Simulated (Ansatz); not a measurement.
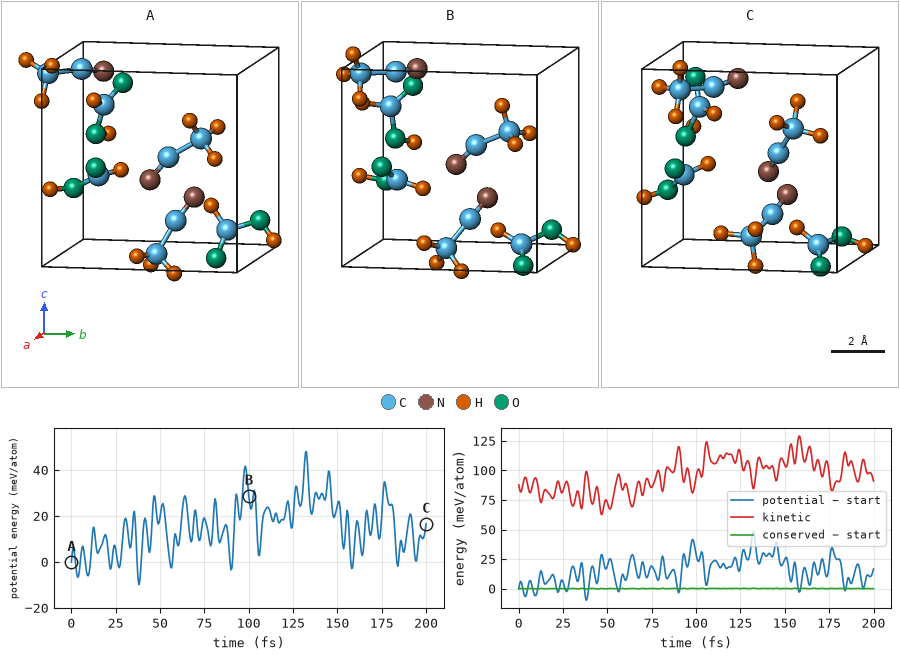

Molecular dynamics of a periodic cell with 3 CH3CN + 3 HCOOH at 0.964 g/cm³, 200 fs long. It starts from the last geometry of an earlier run, with fresh velocities. Frames (A at 0 fs, B at 100 fs, C at 200 fs) and the history of the run. Style: ball-and-stick. Shown: the simulation cell, slightly off an axis. Atoms that leave the cell re-enter on the other side.

Computed with DFT PBE-D3(BJ), scalar-relativistic, plane waves, PAW (Ansatz 0.2.0). Set-up: plane-wave cutoff 420 eV; k-point mesh 1 × 1 × 1; Fermi-Dirac smearing 0.05 eV; low-accuracy preset; Nosé-Hoover thermostat (NVT); set temperature 700 K; time step 0.5 fs; thermostat time 50.0 fs.

Input
```yaml
accuracy: low
crystal:
  lattice:
    - [7.663094, 0.0, 0.0]
    - [0.0, 7.663094, 0.0]
    - [0.0, 0.0, 7.663094]
  atoms:
    - { symbol: C, position: [0.13106697, 0.62744833, 0.54311587] }
    - { symbol: C, position: [0.11615464, 0.45709745, 0.4416335] }
    - { symbol: "N", position: [0.10342476, 0.36024954, 0.32255039] }
    - { symbol: H, position: [0.21770476, 0.58825556, 0.64447727] }
    - { symbol: H, position: [0.19395128, 0.7112022, 0.45086153] }
    - { symbol: H, position: [0.0087421, 0.68611614, 0.58609227] }
    - { symbol: C, position: [0.73924113, -0.02663441, 0.93815959] }
    - { symbol: C, position: [0.61181735, 0.11859665, 0.94672096] }
    - { symbol: "N", position: [0.48920548, 0.20504562, 0.92090376] }
    - { symbol: H, position: [0.78366221, -0.04951117, 0.80341647] }
    - { symbol: H, position: [0.86297413, 0.020303, 0.99554633] }
    - { symbol: H, position: [0.68526367, -0.15029243, 0.99441356] }
    - { symbol: C, position: [0.82177718, 0.54666057, 0.0531009] }
    - { symbol: C, position: [0.7800831, 0.63629389, 0.21820251] }
    - { symbol: "N", position: [0.75473507, 0.72564706, 0.33620182] }
    - { symbol: H, position: [0.85758302, 0.64564932, -0.03815303] }
    - { symbol: H, position: [0.92409414, 0.46789703, 0.05303164] }
    - { symbol: H, position: [0.70525636, 0.49278064, -0.01857466] }
    - { symbol: O, position: [0.12429797, 0.92816216, 0.13719664] }
    - { symbol: C, position: [0.18712767, 0.77303307, 0.09303587] }
    - { symbol: O, position: [0.27006839, 0.73415288, -0.03957659] }
    - { symbol: H, position: [0.14361099, 1.00299494, 0.04043239] }
    - { symbol: H, position: [0.17745911, 0.68958573, 0.21238617] }
    - { symbol: O, position: [0.53341994, 0.06084288, 0.331918] }
    - { symbol: C, position: [0.58908446, 0.20019049, 0.40744532] }
    - { symbol: O, position: [0.7343018, 0.21641511, 0.46705841] }
    - { symbol: H, position: [0.62565574, -0.03999191, 0.33517269] }
    - { symbol: H, position: [0.48509482, 0.29302785, 0.42388117] }
    - { symbol: O, position: [0.10326437, 0.0827932, 0.5461664] }
    - { symbol: C, position: [0.14152883, 0.13162884, 0.70082547] }
    - { symbol: O, position: [0.04624988, 0.2085347, 0.80035699] }
    - { symbol: H, position: [-0.03629983, 0.11748279, 0.53000658] }
    - { symbol: H, position: [0.2731614, 0.10844604, 0.7411268] }
basis:
  ecutwfc: 420.0
kpoints:
  mp_grid: { grid: [1, 1, 1] }
hamiltonian:
  xc: pbe
  dispersion: d3bj
scf:
  occupations: { method: fermi_dirac, width: 0.05 }
  lower_state_search: "off"
md:
  timestep: 0.5
  n_steps: 400
  ensemble: nvt_nose_hoover
  temperature: 700.0
  initial_velocities: maxwell_boltzmann
  seed: 859347
  nose_hoover: { tau: 50.0, chain_length: 3 }
```

Run as
```bash
ansatz run input.yaml --threads 1 --pin off --max-ram 3072MiB --backend cpu --events-out ev --progress --plain --runs-dir out
```

Describe the run.

In the second half of the run the atoms are, in the root-mean-square, this far from where they began (common drift taken out): H 1.54 Å, N 1.15 Å, O 0.84 Å, C 0.79 Å. The heavy atoms stay within a fraction of a molecule's size of their starting places; so short a run doesn't tell a liquid from a solid. Over the second half the temperature averages 838 K (spread ±73 K). The potential energy in the second half lies on average 19.4 meV per atom above the first frame.

Limits of the set-up: the program's low-accuracy preset was used; the periodic images lie only 7.7 Å apart, so the values are limited by the cell's size.

The run took 18 min on 1 thread of Arm Neoverse V1, on a shared host, peak memory 0.49 GiB.
